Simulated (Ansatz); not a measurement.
# Molecular dynamics, with input and output: C2H3F3GaN

C2H3F3GaN, SMILES CC#[N+][Ga-]([F])([F])[F], computed with RKS BLYP-d3bj/6-31G* (Ansatz 0.2.0).

The geometry comes from this level: PBE0-D4/def2-TZVP. Figures and captions count atoms from 1; the log counts them from 0 in places.

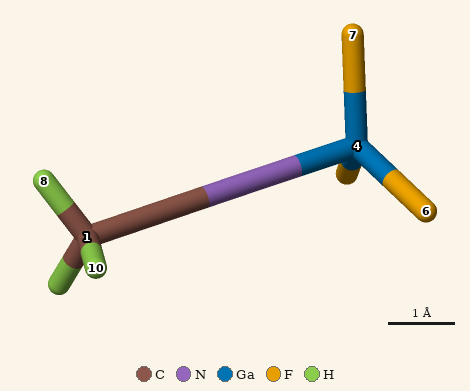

Fig. 1: The input geometry (stick view, seen at a tilt; atoms are numbered from 1 in the order of the input). Sticks mark near contacts. Bond lengths as drawn: C–C 1.44 Å, C–H 1.09 Å, C–N 1.14 Å, F–Ga 1.75 Å and Ga–N 2.05 Å.

### Input
```yaml
crystal:
  periodic: [false, false, false]
  atoms:
    - {symbol: C, position_ang: [-0.014170, -1.188199, 1.901452]}
    - {symbol: C, position_ang: [0.001419, -0.430098, 0.677044]}
    - {symbol: N, position_ang: [0.013432, 0.171209, -0.293096]}
    - {symbol: Ga, position_ang: [0.032145, 1.258508, -2.029360]}
    - {symbol: F, position_ang: [1.731494, 1.166694, -2.439688]}
    - {symbol: F, position_ang: [-0.556961, 2.798119, -1.439933]}
    - {symbol: F, position_ang: [-1.069831, 0.311361, -3.005643]}
    - {symbol: H, position_ang: [-0.367110, -2.200525, 1.698207]}
    - {symbol: H, position_ang: [0.994406, -1.230948, 2.315740]}
    - {symbol: H, position_ang: [-0.681724, -0.707321, 2.618276]}
basis:
  gaussian: {orbitals: "6-31G*"}
hamiltonian: {xc: {name: BLYP}, dispersion: d3bj}
md: {timestep: 0.5 fs, n_steps: 20, ensemble: nvt_nose_hoover, temperature: 700, initial_velocities: maxwell_boltzmann, seed: 569}
```

Run on 4 threads of Arm Neoverse V2, 23 GiB of memory available, shared host.

Launched with:
```bash
ansatz run in.yaml --threads 4 --pin off --events-out ev --progress --plain --max-ram 11315MiB
```

### Output
```
Functional definition: BLYP
  name "BLYP"
  cite "Becke, Phys. Rev. A 38, 3098 (1988) doi:10.1103/PhysRevA.38.3098"
  cite "Lee, Yang & Parr, Phys. Rev. B 37, 785 (1988) doi:10.1103/PhysRevB.37.785"
  parameter beta = 0.0042
  parameter a = 0.04918
  parameter b = 0.132
  parameter c = 0.2533
  parameter d = 0.349
  exchange = b88_x(beta = beta)
  correlation = lyp_c(a = a, b = b, c = c, d = d)
1410 factors; their error is unknown
mean field evaluation 1: about -64124.2177 eV, gradient 8.8e1 eV
mean field evaluation 2: about -64079.1225 eV, gradient 1.9e2 eV
mean field evaluation 4: about -64136.7478 eV, gradient 1.5e1 eV
mean field evaluation 8: about -64137.1926 eV, gradient 2.8e-1 eV
mean field evaluation 16: about -64137.1342 eV, gradient 5.0e-4 eV
mean field -64137.13415214 eV, -2356.9962063802 hartree, gradient 1.7e-5 eV, S^2 0.000000; 0 other end points of the search recorded, 0 dependent functions left out
the calculation of the forces begins
reference -64137.13454962 eV, -2356.9962209872 hartree; 40, 40 occupied and 91, 91 virtual orbitals, 1410 factors
md step     0: t =     0.00 fs  T =   700.0 K  F+E_penalty+E_count = -64137.49867164 eV  E_kin = 0.723856 eV  conserved = -64136.77481565 eV  (29 SCF iters)
these checks for a lower state are left out or cut short: starts, cluster_reference, orbital_swaps, neighbouring_geometries, increment
1410 factors; their error is unknown
mean field -64137.11265753 eV, -2356.9954164678 hartree, gradient 9.6e-6 eV, S^2 0.000000; 0 other end points of the search recorded, 0 dependent functions left out
[... from here on the field's lines of each further geometry are left out, up to the last ...]
md step     1: t =     0.50 fs  T =   679.8 K  F+E_penalty+E_count = -64137.47755907 eV  E_kin = 0.702964 eV  conserved = -64136.77459519 eV  (32 SCF iters)
md step     2: t =     1.00 fs  T =   646.4 K  F+E_penalty+E_count = -64137.44240075 eV  E_kin = 0.668463 eV  conserved = -64136.77393897 eV  (31 SCF iters)
md step     3: t =     1.50 fs  T =   610.1 K  F+E_penalty+E_count = -64137.40398178 eV  E_kin = 0.630911 eV  conserved = -64136.77307551 eV  (32 SCF iters)
md step     4: t =     2.00 fs  T =   583.5 K  F+E_penalty+E_count = -64137.37586148 eV  E_kin = 0.603424 eV  conserved = -64136.77244997 eV  (31 SCF iters)
md step     5: t =     2.50 fs  T =   575.6 K  F+E_penalty+E_count = -64137.36765763 eV  E_kin = 0.595237 eV  conserved = -64136.77244541 eV  (31 SCF iters)
md step     6: t =     3.00 fs  T =   586.4 K  F+E_penalty+E_count = -64137.37943087 eV  E_kin = 0.606402 eV  conserved = -64136.77307038 eV  (32 SCF iters)
md step     7: t =     3.50 fs  T =   607.0 K  F+E_penalty+E_count = -64137.40156088 eV  E_kin = 0.627676 eV  conserved = -64136.77394912 eV  (33 SCF iters)
md step     8: t =     4.00 fs  T =   624.5 K  F+E_penalty+E_count = -64137.42026425 eV  E_kin = 0.645732 eV  conserved = -64136.77462406 eV  (32 SCF iters)
md step     9: t =     4.50 fs  T =   628.4 K  F+E_penalty+E_count = -64137.42449083 eV  E_kin = 0.649767 eV  conserved = -64136.77484730 eV  (33 SCF iters)
md step    10: t =     5.00 fs  T =   614.5 K  F+E_penalty+E_count = -64137.40991863 eV  E_kin = 0.635442 eV  conserved = -64136.77463536 eV  (32 SCF iters)
md step    11: t =     5.50 fs  T =   585.1 K  F+E_penalty+E_count = -64137.37901505 eV  E_kin = 0.605057 eV  conserved = -64136.77415463 eV  (32 SCF iters)
md step    12: t =     6.00 fs  T =   546.7 K  F+E_penalty+E_count = -64137.33869255 eV  E_kin = 0.565338 eV  conserved = -64136.77359064 eV  (33 SCF iters)
md step    13: t =     6.50 fs  T =   507.4 K  F+E_penalty+E_count = -64137.29747152 eV  E_kin = 0.524668 eV  conserved = -64136.77308308 eV  (33 SCF iters)
md step    14: t =     7.00 fs  T =   474.7 K  F+E_penalty+E_count = -64137.26322500 eV  E_kin = 0.490837 eV  conserved = -64136.77271509 eV  (33 SCF iters)
md step    15: t =     7.50 fs  T =   454.1 K  F+E_penalty+E_count = -64137.24175713 eV  E_kin = 0.469610 eV  conserved = -64136.77252749 eV  (33 SCF iters)
md step    16: t =     8.00 fs  T =   448.7 K  F+E_penalty+E_count = -64137.23605455 eV  E_kin = 0.463957 eV  conserved = -64136.77253667 eV  (33 SCF iters)
md step    17: t =     8.50 fs  T =   458.1 K  F+E_penalty+E_count = -64137.24597276 eV  E_kin = 0.473737 eV  conserved = -64136.77274338 eV  (33 SCF iters)
md step    18: t =     9.00 fs  T =   479.3 K  F+E_penalty+E_count = -64137.26822173 eV  E_kin = 0.495675 eV  conserved = -64136.77313242 eV  (32 SCF iters)
md step    19: t =     9.50 fs  T =   506.4 K  F+E_penalty+E_count = -64137.29666180 eV  E_kin = 0.523677 eV  conserved = -64136.77366122 eV  (33 SCF iters)
the calculation of the forces begins
reference -64136.95721560 eV, -2356.9897040823 hartree; 40, 40 occupied and 91, 91 virtual orbitals, 1410 factors
1410 factors; their error is unknown
mean field evaluation 192: about -64137.0163 eV, gradient 2.2e-1 eV
mean field -64136.95681779 eV, -2356.9896894631 hartree, gradient 1.2e-5 eV, S^2 0.000000; 1 other end points of the search recorded, 0 dependent functions left out
the calculation of the forces begins
reference -64136.95721560 eV, -2356.9897040823 hartree; 40, 40 occupied and 91, 91 virtual orbitals, 1410 factors
md step    20: t =    10.00 fs  T =   531.5 K  F+E_penalty+E_count = -64137.32307133 eV  E_kin = 0.549608 eV  conserved = -64136.77424282 eV  (31 SCF iters)
```

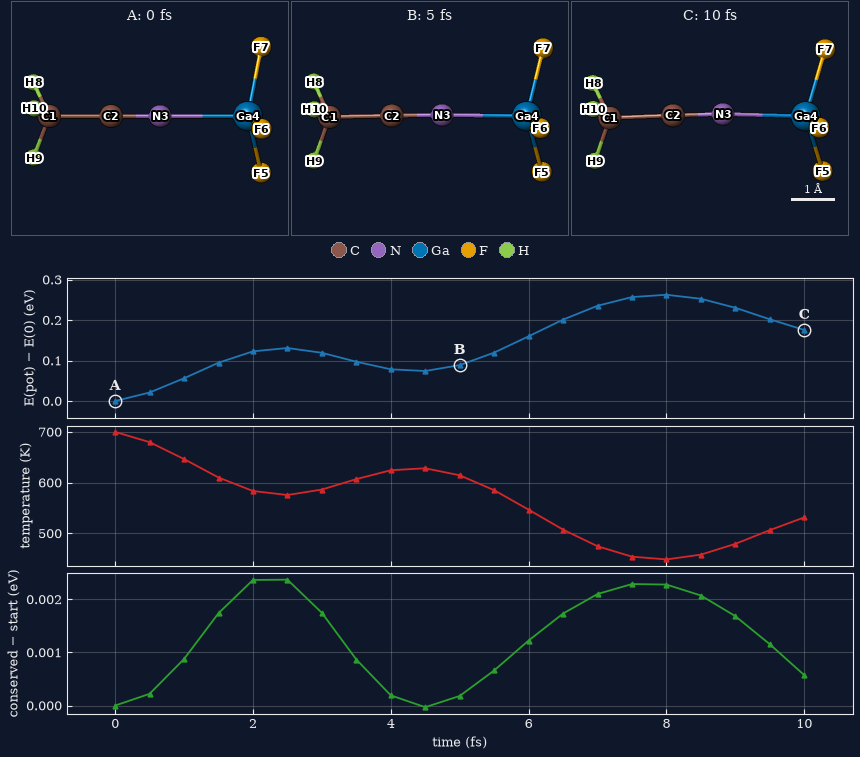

Fig. 2: Frames of the molecular dynamics (ball-and-stick, seen on its broad side) above the curves, on which the letters mark them. The trajectory kept here has 21 frames over 10 fs. The temperature starts at 700 K, ranges from 449 to 700 K and averages 510 K over the second half. The potential energy ends 0.176 eV above its first value. The conserved quantity stays within 0.0024 eV. After an unweighted best fit of the last frame on the first, the root-mean-square displacement is 0.08 Å.

```
Total energy: -64137.32346914 eV, -2357.0031636517 hartree
Atom 0 at     0.047592    -1.184647     1.887131 Å, force    -1.350091     0.125352    -0.158403 eV/Å
Atom 1 at    -0.043086    -0.354909     0.664999 Å, force     0.377513    -0.660934     0.380869 eV/Å
Atom 2 at    -0.070879     0.260284    -0.321694 Å, force    -0.015008    -0.926493     1.431601 eV/Å
Atom 3 at     0.039247     1.229144    -1.991206 Å, force     0.483625     1.066118    -1.111394 eV/Å
Atom 4 at     1.725897     1.130817    -2.511468 Å, force     0.307072     0.015437     0.130795 eV/Å
Atom 5 at    -0.589631     2.762020    -1.401186 Å, force    -0.093359     0.548901     0.171231 eV/Å
Atom 6 at    -1.014326     0.374266    -3.074734 Å, force    -0.743989    -0.631957    -0.615860 eV/Å
Atom 7 at    -0.306487    -2.242978     1.678814 Å, force     0.486330     0.933845     0.121203 eV/Å
Atom 8 at     1.050913    -1.146231     2.318741 Å, force     0.299114    -0.148115    -0.125515 eV/Å
Atom 9 at    -0.649031    -0.723542     2.631941 Å, force     0.248794    -0.322154    -0.224528 eV/Å
Dipole moment:    -0.000055    -1.114454     1.831907 e Å
```

### Trajectory as extended XYZ (Å, eV, eV/Å), 10 of the 21 frames kept, from step=0 to step=20
```
10
Properties=species:S:1:pos:R:3:forces:R:3 step=0 time_fs=0.0 energy=-64137.49867 temperature=700.0
C    -0.0142   -1.1882    1.9015   -0.0014  -0.0891   0.1426
C     0.0014   -0.4301    0.6770   -0.0232  -1.1349   1.8320
N     0.0134    0.1712   -0.2931    0.0249   1.2021  -1.9428
Ga    0.0321    1.2585   -2.0294    0.0024   0.1261  -0.2024
F     1.7315    1.1667   -2.4397    0.6099  -0.0318  -0.1492
F    -0.5570    2.7981   -1.4399   -0.2114   0.5534   0.2093
F    -1.0698    0.3114   -3.0056   -0.3954  -0.3388  -0.3526
H    -0.3671   -2.2005    1.6982   -0.1096  -0.3484  -0.0035
H     0.9944   -1.2309    2.3157    0.3099  -0.0500   0.1866
H    -0.6817   -0.7073    2.6183   -0.2061   0.1113   0.2801
10
Properties=species:S:1:pos:R:3:forces:R:3 step=2 time_fs=1.0 energy=-64137.44240 temperature=646.4
C    -0.0093   -1.1918    1.8993    0.9215   1.2442   0.0302
C    -0.0037   -0.4217    0.6755    0.0548  -1.0020   1.5471
N     0.0050    0.1811   -0.2975    0.0123   0.9039  -1.4589
Ga    0.0327    1.2552   -2.0252    0.0756   0.2330  -0.2489
F     1.7296    1.1631   -2.4467    0.6188  -0.0290  -0.1336
F    -0.5598    2.7931   -1.4366   -0.2140   0.5905   0.2214
F    -1.0628    0.3189   -3.0113   -0.4839  -0.4161  -0.4246
H    -0.3567   -2.1638    1.6989   -0.5123  -1.7618  -0.2543
H     1.0028   -1.2105    2.3243    0.1342  -0.1291   0.0332
H    -0.6633   -0.7122    2.6042   -0.6069   0.3664   0.6885
10
Properties=species:S:1:pos:R:3:forces:R:3 step=4 time_fs=2.0 energy=-64137.37586 temperature=583.5
C    -0.0036   -1.1944    1.8972    1.5270   2.1936   0.0695
C    -0.0089   -0.4142    0.6751    0.1276  -0.6816   0.9545
N    -0.0034    0.1915   -0.3028   -0.0004   0.4242  -0.6842
Ga    0.0333    1.2520   -2.0212    0.1487   0.3467  -0.3130
F     1.7281    1.1596   -2.4538    0.6182  -0.0252  -0.1160
F    -0.5627    2.7883   -1.4331   -0.2138   0.6211   0.2295
F    -1.0560    0.3262   -3.0171   -0.5647  -0.4855  -0.4925
H    -0.3511   -2.1436    1.6973   -0.7553  -2.6584  -0.4113
H     1.0124   -1.1913    2.3333   -0.0701  -0.2148  -0.1278
H    -0.6505   -0.7137    2.5965   -0.8172   0.4798   0.8913
10
Properties=species:S:1:pos:R:3:forces:R:3 step=7 time_fs=3.5 energy=-64137.40156 temperature=607.0
C     0.0071   -1.1952    1.8942    1.0764   1.8069   0.2130
C    -0.0163   -0.4037    0.6758    0.2161  -0.0767  -0.1391
N    -0.0160    0.2077   -0.3115   -0.0146  -0.4202   0.6730
Ga    0.0342    1.2473   -2.0151    0.2538   0.5221  -0.4381
F     1.7263    1.1542   -2.4645    0.5997  -0.0180  -0.0855
F    -0.5673    2.7818   -1.4277   -0.2081   0.6533   0.2344
F    -1.0464    0.3368   -3.0264   -0.6671  -0.5713  -0.5812
H    -0.3554   -2.1593    1.6879   -0.3750  -1.8267  -0.2112
H     1.0252   -1.1665    2.3440   -0.2607  -0.3276  -0.3029
H    -0.6457   -0.7079    2.6005   -0.6205   0.2582   0.6376
10
Properties=species:S:1:pos:R:3:forces:R:3 step=9 time_fs=4.5 energy=-64137.42449 temperature=628.4
C     0.0153   -1.1938    1.8924    0.1473   0.8588   0.3128
C    -0.0211   -0.3969    0.6763    0.2578   0.2574  -0.7591
N    -0.0244    0.2181   -0.3169   -0.0190  -0.9254   1.4809
Ga    0.0348    1.2442   -2.0112    0.3175   0.6363  -0.5364
F     1.7255    1.1506   -2.4717    0.5758  -0.0126  -0.0616
F    -0.5705    2.7778   -1.4239   -0.2003   0.6643   0.2329
F    -1.0404    0.3434   -3.0329   -0.7200  -0.6146  -0.6279
H    -0.3634   -2.1931    1.6788    0.1629  -0.4327   0.0828
H     1.0308   -1.1538    2.3477   -0.2610  -0.3752  -0.3483
H    -0.6502   -0.7005    2.6112   -0.2609  -0.0563   0.2237
10
Properties=species:S:1:pos:R:3:forces:R:3 step=11 time_fs=5.5 energy=-64137.37901 temperature=585.1
C     0.0237   -1.1917    1.8908   -0.7983   0.0663   0.3933
C    -0.0256   -0.3899    0.6762    0.2874   0.4520  -1.1542
N    -0.0328    0.2280   -0.3212   -0.0195  -1.3026   2.0813
Ga    0.0355    1.2412   -2.0073    0.3736   0.7437  -0.6424
F     1.7250    1.1470   -2.4789    0.5430  -0.0071  -0.0342
F    -0.5738    2.7742   -1.4200   -0.1890   0.6657   0.2281
F    -1.0348    0.3498   -3.0397   -0.7588  -0.6457  -0.6615
H    -0.3699   -2.2311    1.6704    0.6135   0.7849   0.3213
H     1.0341   -1.1447    2.3482   -0.1648  -0.3945  -0.3362
H    -0.6572   -0.6937    2.6241    0.1129  -0.3627  -0.1954
10
Properties=species:S:1:pos:R:3:forces:R:3 step=13 time_fs=6.5 energy=-64137.29747 temperature=507.4
C     0.0315   -1.1895    1.8896   -1.5278  -0.3885   0.4053
C    -0.0300   -0.3825    0.6751    0.3099   0.4761  -1.2690
N    -0.0413    0.2369   -0.3242   -0.0173  -1.5142   2.4135
Ga    0.0362    1.2383   -2.0035    0.4200   0.8406  -0.7517
F     1.7248    1.1434   -2.4862    0.5017  -0.0017  -0.0032
F    -0.5771    2.7709   -1.4160   -0.1739   0.6570   0.2202
F    -1.0296    0.3558   -3.0469   -0.7824  -0.6641  -0.6801
H    -0.3707   -2.2620    1.6650    0.8765   1.5555   0.4491
H     1.0357   -1.1393    2.3454   -0.0037  -0.3844  -0.2817
H    -0.6631   -0.6903    2.6351    0.3972  -0.5764  -0.5024
10
Properties=species:S:1:pos:R:3:forces:R:3 step=16 time_fs=8.0 energy=-64137.23606 temperature=448.7
C     0.0407   -1.1868    1.8883   -2.0355  -0.5489   0.2505
C    -0.0360   -0.3708    0.6717    0.3397   0.1906  -0.9033
N    -0.0539    0.2484   -0.3254   -0.0129  -1.4954   2.3686
Ga    0.0374    1.2342   -1.9981    0.4674   0.9598  -0.9127
F     1.7250    1.1380   -2.4971    0.4262   0.0061   0.0499
F    -0.5824    2.7666   -1.4098   -0.1445   0.6248   0.2031
F    -1.0224    0.3642   -3.0583   -0.7884  -0.6681  -0.6773
H    -0.3560   -2.2796    1.6650    0.9418   1.9058   0.4491
H     1.0387   -1.1379    2.3365    0.2439  -0.3172  -0.1776
H    -0.6646   -0.6956    2.6424    0.5622  -0.6574  -0.6504
10
Properties=species:S:1:pos:R:3:forces:R:3 step=18 time_fs=9.0 energy=-64137.26822 temperature=479.3
C     0.0449   -1.1856    1.8877   -1.9032  -0.3588   0.0601
C    -0.0397   -0.3628    0.6685    0.3594  -0.1848  -0.3472
N    -0.0624    0.2548   -0.3243   -0.0120  -1.2744   2.0022
Ga    0.0383    1.2316   -1.9946    0.4824   1.0202  -1.0144
F     1.7253    1.1344   -2.5043    0.3687   0.0109   0.0892
F    -0.5860    2.7642   -1.4056   -0.1205   0.5911   0.1884
F    -1.0182    0.3694   -3.0664   -0.7733  -0.6556  -0.6546
H    -0.3350   -2.2690    1.6703    0.7920   1.6424   0.3342
H     1.0433   -1.1409    2.3283    0.3260  -0.2425  -0.1337
H    -0.6591   -0.7070    2.6396    0.4805  -0.5485  -0.5242
10
Properties=species:S:1:pos:R:3:forces:R:3 step=20 time_fs=10.0 energy=-64137.32307 temperature=531.5
C     0.0476   -1.1846    1.8871   -1.3501   0.1254  -0.1584
C    -0.0431   -0.3549    0.6650    0.3775  -0.6609   0.3809
N    -0.0709    0.2603   -0.3217   -0.0150  -0.9265   1.4316
Ga    0.0392    1.2291   -1.9912    0.4836   1.0661  -1.1114
F     1.7259    1.1308   -2.5115    0.3071   0.0154   0.1308
F    -0.5896    2.7620   -1.4012   -0.0934   0.5489   0.1712
F    -1.0143    0.3743   -3.0747   -0.7440  -0.6320  -0.6159
H    -0.3065   -2.2430    1.6788    0.4863   0.9338   0.1212
H     1.0509   -1.1462    2.3187    0.2991  -0.1481  -0.1255
H    -0.6490   -0.7235    2.6319    0.2488  -0.3222  -0.2245
```

### Summary

| quantity | value |
| --- | --- |
| outcome | finished |
| mean temperature over the second half | 510 K |
| trajectory | 20 steps, 10 fs |
| ensemble | nvt_nose_hoover |
| temperature in the input | 700 K |
| time step | 0.5 fs |
| potential energy (last step) | −64137.3235 eV |
| mean-field energy (last step) | −64136.9572 eV |
| dispersion energy (last step) | −0.3663 eV |
| SCF solution under orbital rotations (last step) | stable |
| largest force (length of the vector) (last step) | 1.705 eV/Å |
| dipole moment (last step) | 10.30 D |
| wall time | 27 s (CPU time 1.7 min) |
| peak memory | 0.19 GiB |

### Notes

So short a trajectory is not equilibrated.
